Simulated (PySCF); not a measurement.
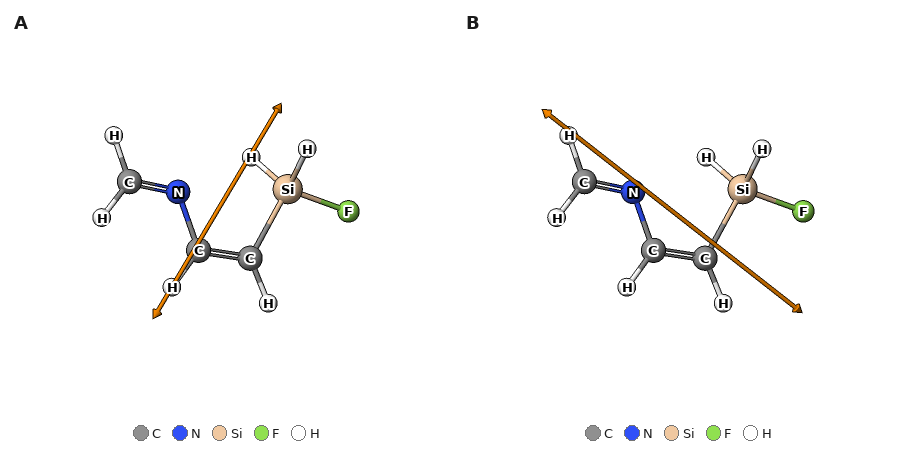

The double arrows show the directions of two transition dipoles from the ground state (lengths mean nothing). Computed geometry: PBE0-D3(BJ)/def2-SVP optimisation. No frequency run is at hand to confirm it as a minimum. Method: TDDFT ωB97X-D/def2-SVPD, vertical, gas phase, core orbitals frozen in the response (PySCF 2.14.0).

One belongs to singlet state 5 and one to singlet state 6. Which is which?

Answer. A: state 6, 7.34 eV (169 nm), oscillator strength 0.058, mainly HOMO → LUMO+2 (weight 0.90).
B: state 5, 7.31 eV (170 nm), oscillator strength 0.12, mainly HOMO−2 → LUMO (weight 0.94).
